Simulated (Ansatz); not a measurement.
# NaMgF3 (Neighborite, Pm-3m): following an unstable mode, part 3 of 3

Wanted: the energy along a soft mode of NaMgF3 (Neighborite, Pm-3m) and the structure at the end.

Ansatz 0.2.0; DFT PBEsol, scalar-relativistic, plane waves, PAW; PAW set soft_1.

So far. Step 5 (Energy along the mode, all amplitudes (two of the runs …): The lowest of the steps tried is at 0.45 Å, 30.5 meV/atom below the parent; the bottom of the well need not coincide with a step. Step 7 (The new phase in its own primitive cell): The largest force component left is 0.091 meV/Å and the pressure is -0.005 GPa, within the tolerances set. The cell now holds 11.51 Å³/atom. The relaxed cell has a = 5.449, c = 13.424 Å (conventional setting).

The database entry behind the starting cell lists a temperature of 1273 K, so it need not match the best structure at ambient conditions.

## (8) Modes of the new phase, k-mesh 6×6×6

A relaxed structure may still be a saddle point, so its zone-centre modes are computed. The response to a homogeneous field gives the Born charges and the dielectric tensor.

input.yaml reads:

```yaml
crystal:
  lattice:
    - [2.724500965, 1.5729913656, 4.4745585353]
    - [-2.724500965, 1.5729913656, 4.4745585353]
    - [0.0, -3.1459827311, 4.4745585353]
  atoms:
    - { symbol: Na, position: [0.25, 0.25, 0.25] }
    - { symbol: Na, position: [0.75, 0.75, 0.75] }
    - { symbol: Mg, position: [0.5, 0.5, 0.5] }
    - { symbol: Mg, position: [0.0, 0.0, 0.0] }
    - { symbol: F, position: [0.3326593405, 0.75, 0.1673406595] }
    - { symbol: F, position: [0.6673406595, 0.25, 0.8326593405] }
    - { symbol: F, position: [0.75, 0.1673406595, 0.3326593405] }
    - { symbol: F, position: [0.25, 0.8326593405, 0.6673406595] }
    - { symbol: F, position: [0.8326593405, 0.6673406595, 0.25] }
    - { symbol: F, position: [0.1673406595, 0.3326593405, 0.75] }
kpoints:
  mp_grid: { grid: [6, 6, 6] }
hamiltonian:
  xc: pbesol
  pseudopotentials: { kind: paw, azcp: { folder: soft_1 }, xc_functional: pbe }
scf:
  occupations: { method: fixed }
output:
  eigenvalues: true
phonons:
  method: dfpt
  dielectric: true
  rigid_motions: translations
```

Started as:

```console
$ ansatz run input.yaml --threads 4 --pin off --max-ram 10240MiB --backend cpu --events-out ev --progress --plain --runs-dir out
```

Numbers of over 12 decimals in the logs are rounded to 6 here.

Output:

```text
[...]
Crystal: 10 atoms, lattice volume = 115.057 Å³
Basis set: ecut = 420 eV, 2229 PW (Γ), exchange–correlation on 80×80×80 points (8 copies of the dense FFT grid, shifted against one another)
Bands: 50, of which v1, the nominal top of the filled ones, is band 40 counted from 1 (39 counted from 0)
Symmetry: 12 space group operations
k-points: 112 of 216 (irreducible under 1 space group operation, time reversal used)
[...]
SCF iter   1: F=—  HF=-11601.032880 eV  |F-HF|=—  |Δ(HF+E_count)|=         —  Δρ=1.53e-1  dr2=1.83e1  ethr=3.10e-3  ⟨swp⟩=5.0  Hψ=20428  notcnv=0  defer=873
[...]
SCF iter  11: F=-11593.961206 eV  HF=-11593.961206 eV  |F-HF|=5.46e-12  |Δ(HF+E_count)|=  9.09e-12  Δρ=7.89e-8  dr2=3.70e-12  ethr=1.00e-12  ⟨swp⟩=14.1  Hψ=36975  notcnv=0
SCF 1 converged in 11 iterations: F = -11593.961206 eV  dr2 = 3.70e-12
[...]
NSCF: frozen V_eff on 6 k-points
DFPT response loops at Γ: preconditioner auto → none (the input reference at scf.mixing.eps_inf says where Resta's filter doesn't serve); β = 0.50; Broyden in place of MSR1
SCF converged after 11 iterations
Free energy (F): -11593.961206 eV
[...]
Internal energy: -11593.961206 eV  (E = F + TS)
E sigma→0 (E₀):  -11593.961206 eV
Fermi energy:    1.620086 eV
[...]
--- Band table (eV; the first three rows and the last of 112) ---
  k-point 0: bands = [... 36 lower, 1.3524, 1.5336, 1.6201, 1.6201, 8.2457, 13.7130, 14.2983, 14.9725, ... 6 higher]
  k-point 1: bands = [... 36 lower, 1.3810, 1.4952, 1.5981, 1.6030, 8.6193, 13.4222, 14.1805, 14.4645, ... 6 higher]
  k-point 2: bands = [... 36 lower, 1.3687, 1.4671, 1.5271, 1.5397, 9.5767, 12.2023, 14.3766, 14.4762, ... 6 higher]
  k-point 111: bands = [... 36 lower, 1.3671, 1.3671, 1.3671, 1.3671, 10.8009, 10.8009, 14.8305, 14.8305, ... 6 higher]
--- Phonons (Γ-DFPT): 6 representative perturbations + reference, on 112 of 216 k-points (Σ response iterations 20) ---
  k mesh reduced under 1 symmetry operation, with k and −k counted as one. Each operation leaves every solved perturbation unchanged. A smaller set is not considered because the run solves the response to a homogeneous field
  ASR residual: 9.597e-5 → 0.000e0 eV/Å²; symmetrization residual: 1.436e-5 eV/Å²
  ASR residual per site (eV/Å²): 9.60e-5 9.60e-5 2.37e-5 2.37e-5 5.94e-5 5.94e-5 5.94e-5 5.94e-5 6.91e-5 6.91e-5
  Γ frequencies (cm⁻¹): -61.38 -10.78 -10.78 0.00 0.00 0.00 41.42 118.50 118.50 187.73 208.28 208.28 226.34 226.34 245.41 273.32 274.34 295.03 295.03 306.16 306.16 359.98 359.98 396.85 403.08 403.08 471.37 486.62 486.62 497.56
  ε∞ (high-frequency dielectric tensor):
        1.977408     0.000000     0.000000
       -0.000000     1.977408     0.000000
        0.000000     0.000000     1.980014
  softest optical mode at Γ: -61.38 cm⁻¹; the repairs (sum rule, projections) moved no ω² at Γ by more than (2.72 cm⁻¹)²
  Born effective charges Z* (e; rows j = field, columns β = displacement):
    site 0:
         1.08765   -0.00000    0.00000
         0.00000    1.08765    0.00000
         0.00000    0.00000    1.10577
    site 1:
         1.08765   -0.00000    0.00000
         0.00000    1.08765    0.00000
         0.00000    0.00000    1.10577
    site 2:
         1.96071   -0.03150    0.00000
         0.03150    1.96071   -0.00000
        -0.00000   -0.00000    1.92932
    site 3:
         1.96071    0.03150   -0.00000
        -0.03150    1.96071   -0.00000
         0.00000   -0.00000    1.92932
    site 4:
        -1.07399    0.10024   -0.14835
         0.10024   -0.95824    0.08565
        -0.15645    0.09033   -1.01170
    site 5:
        -1.07399    0.10024   -0.14835
         0.10024   -0.95824    0.08565
        -0.15645    0.09033   -1.01170
    site 6:
        -1.07399   -0.10024    0.14835
        -0.10024   -0.95824    0.08565
         0.15645    0.09033   -1.01170
    site 7:
        -1.07399   -0.10024    0.14835
        -0.10024   -0.95824    0.08565
         0.15645    0.09033   -1.01170
    site 8:
        -0.90037   -0.00000   -0.00000
        -0.00000   -1.13187   -0.17130
        -0.00000   -0.18066   -1.01170
    site 9:
        -0.90037   -0.00000   -0.00000
        -0.00000   -1.13187   -0.17130
        -0.00000   -0.18066   -1.01170
  Z* charge neutrality: 1.901e-5 e pre-enforcement
  k-mesh period / interband length: 32.8 Å / 0.90 Å = 36.30 at k = (0.0000, 0.0000, 0.0000), direct gap 6.626 eV — 14 or more, which is no proof of convergence
  optical modes at Γ without the LO–TO term, one row a degenerate level:
      ω (cm⁻¹)  modes    IR ((D/Å)²/amu)
        -61.38      1             5.6471
        -10.78      2             0.0000
         41.42      1             0.0000
        118.50      2             2.8725
        187.73      1             0.0000
        208.28      2             0.0000
        226.34      2             3.7504
[...]
optical modes at Γ + LO–TO along q̂ = [1.0000, 0.0000, 0.0000]:
      ω (cm⁻¹)  modes    IR ((D/Å)²/amu)
[...]
optical modes at Γ + LO–TO along q̂ = [0.0000, 1.0000, 0.0000]:
      ω (cm⁻¹)  modes    IR ((D/Å)²/amu)
[...]
optical modes at Γ + LO–TO along q̂ = [0.0000, 0.0000, 1.0000]:
      ω (cm⁻¹)  modes    IR ((D/Å)²/amu)
[...]
226.34      2             3.7504
        245.41      1             0.0000
        274.34      1             0.0000
        295.03      2            11.3563
        306.16      2             0.0000
        316.10      1             1.9250
        359.98      2             0.0000
        396.85      1             0.0000
        403.08      2             2.1135
        486.62      2            14.7110
        497.56      1             0.0000
        575.46      1            14.0403
```

Run time: 2.1 min. Hardware: 4 threads of Intel Xeon Platinum 8488C (Sapphire Rapids), shared host; peak memory 2.6 GiB; 8 min of CPU time.

Numbers from this step:

```yaml
sum_rule_residual_before_enforcement: 9.60e-5 eV/Å²
miss_of_the_charge_sum_rule: 1.90e-5 e
point_group: -3m
highest_optical_mode_at_the_zone_centre_no_lo_to_term: 497.6 cm⁻¹
lowest_optical_zone_centre_mode: -61.38 cm⁻¹
mean_high_frequency_dielectric_constant: 1.978
largest_born_charge_third_of_the_trace: 1.950 e
top_of_the_zone_centre_spectrum_with_the_field: 587.2 cm⁻¹
```

Without the LO-TO term. Patterns of degenerate modes are one choice out of their space. The modes at Γ (shares of kinetic energy by element, %) (negative means imaginary):

```
mode  frequency (cm⁻¹)  symmetry  Na %  Mg %  F %
   1             -61.4       A2u    72     1   27
   2             -10.8        Eg    10     0   90
   3             -10.8        Eg    10     0   90
   4               0.0  acoustic    22    23   55
   5               0.0  acoustic    22    23   55
   6               0.0  acoustic    22    23   55
   7              41.4       A2g    93     0    7
   8             118.5        Eu    19     0   81
   9             118.5        Eu    19     0   81
  10             187.7       A1g     0     0  100
  11             208.3        Eg    89     0   11
  12             208.3        Eg    89     0   11
  13             226.3        Eu    59     7   34
  14             226.3        Eu    59     7   34
  15             245.4       A1u     0     2   98
  16             273.3       A2u     6    42   52
  17             274.3       A2g     7     0   93
  18             295.0        Eu     0    43   57
  19             295.0        Eu     0    43   57
  20             306.2        Eg     1     0   99
  21             306.2        Eg     1     0   99
  22             360.0        Eg     0     0  100
  23             360.0        Eg     0     0  100
  24             396.9       A1u     0    98    2
  25             403.1        Eu     0    96    4
  26             403.1        Eu     0    96    4
  27             471.4       A2u     0    34   66
  28             486.6        Eu     0    31   69
  29             486.6        Eu     0    31   69
  30             497.6       A2g     0     0  100
```

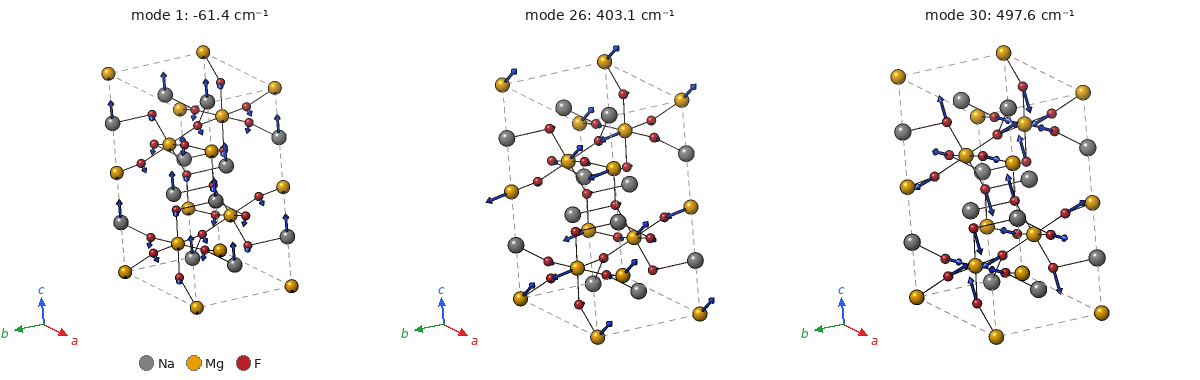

Displacement patterns of modes 1, 26 and 30 at Γ; arrows are exaggerated. Bonds to atoms that aren't drawn are left out. Some periodic images of atoms are drawn too.

Optical modes at the zone centre, without and with the macroscopic field of the longitudinal modes; each column is sorted by frequency, so a row need not hold one and the same mode. Modes with and without the field, by row:

```
rank among optical modes  no field (cm⁻¹)  q along (1, 0, 0) (cm⁻¹)  q along (0, 0, 1) (cm⁻¹)
                       1            -61.4                     -61.4                     -10.8
                       2            -10.8                     -10.8                     -10.8
                       3            -10.8                     -10.8                      41.4
                       4             41.4                      41.4                     118.5
                       5            118.5                     118.5                     118.5
                       6            118.5                     137.9                     152.4
                       7            187.7                     187.7                     187.7
                       8            208.3                     208.3                     208.3
                       9            208.3                     208.3                     208.3
                      10            226.3                     226.3                     226.3
                      11            226.3                     239.1                     226.3
                      12            245.4                     245.4                     245.4
                      13            273.3                     273.3                     274.3
                      14            274.3                     274.3                       295
                      15              295                       295                       295
                      16              295                     306.2                     306.2
                      17            306.2                     306.2                     306.2
                      18            306.2                     350.5                     316.1
                      19              360                       360                       360
                      20              360                       360                       360
                      21            396.9                     396.9                     396.9
                      22            403.1                     403.1                     403.1
                      23            403.1                     413.4                     403.1
                      24            471.4                     471.4                     486.6
                      25            486.6                     486.6                     486.6
                      26            486.6                     497.6                     497.6
                      27            497.6                     587.2                     575.5
```

Born charge (rows field, columns displacement) (e), principal values of the symmetric part by kind of site:

```
atom  atoms with these values    low  middle   high   mean
 Na1                        2   1.09    1.09   1.11   1.09
 Mg3                        2   1.93    1.96   1.96   1.95
  F5                        6  -1.26   -0.90  -0.89  -1.01
```

In full for F5:

```
-1.07  0.10 -0.15
 0.10 -0.96  0.09
-0.16  0.09 -1.01
```

High-frequency dielectric tensor:

```
1.98 0.00 0.00
0.00 1.98 0.00
0.00 0.00 1.98
```

Transverse modes; imaginary modes are left out. Infrared lines, with heights relative to the strongest:

```
position (cm⁻¹)  relative intensity
             41                 0.0
            118                  20
            188                 0.0
            208                 0.0
            226                  25
            245                 0.0
            273                  21
            274                 0.0
            295                  77
            306                 0.0
            360                 0.0
            397                 0.0
            403                  14
            471                  58
            487                 100
            498                 0.0
```

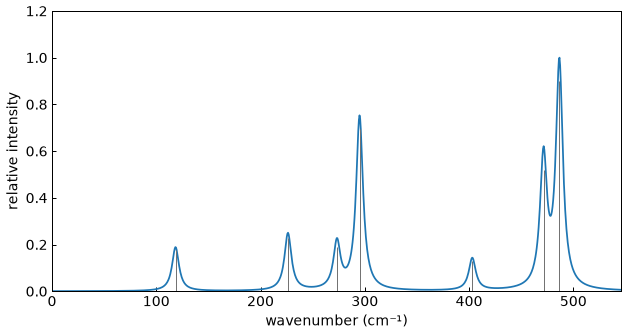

The infrared spectrum, broadened with Lorentzians of width 8 cm⁻¹; bars mark the lines.

Before it was imposed, the acoustic sum rule was missed by 9.6e-5 eV/Å² and the charge sum rule by 1.9e-5 e. Small misses are needed for a sound result but don't prove that mesh and cutoff are converged. The lowest optical mode is imaginary, 61.4i cm⁻¹, so the energy falls along it.

## (9) Outcome

```yaml
unstable_mode_of_the_parent: q = (-0.5, -0.5, -0.5), 123i cm⁻¹
depth_at_the_lowest_point_sampled: 30.5 meV/atom
largest_atomic_shift_at_that_point: 0.45 Å
space_group_reached_within_0p01_a: R-3c
energy_gained_over_the_parent_first_relaxation_on_the_mesh_of_the_frozen_mode: 34.3 meV/atom
volume_per_atom_phase_reached: 11.5 Å³
gap_on_the_k_mesh_phase_reached: 6.63 eV
lowest_optical_zone_centre_mode_phase_reached: -61.4 cm⁻¹
highest_optical_mode_at_the_zone_centre_no_lo_to_term_phase_reached: 498 cm⁻¹
```

Along this mode the structure falls into R-3c, 34.3 meV/atom below the parent. At the parent's cell the well is 30.50 meV/atom deep on the steps tried, with its lowest point at a shift of 0.45 Å. Relaxing atoms and cell changes the gain by +3.75 meV/atom against the lowest step (energies at zero smearing). The new phase still has an imaginary mode at the zone centre of its cell, so it is a saddle point on the way to a lower structure. Of the 4 patterns followed to their end from this parent, this one ends 1.88 meV/atom above the lowest, Imma. Each path keeps the symmetry of its pattern, so a lower phase may lie along a pattern not tried. The PAW files were made for PBE and serve the other functionals too.

[Logs are printed without paths, hosts, clocks, repeated set-up lines and the standing remarks that a program may print on its own settings, such as how far it seeks lower states.]

[Hosts, paths, dates, database ids (printed as entryN), source tags and the programs' standing remarks are cut or masked in the printed files.]
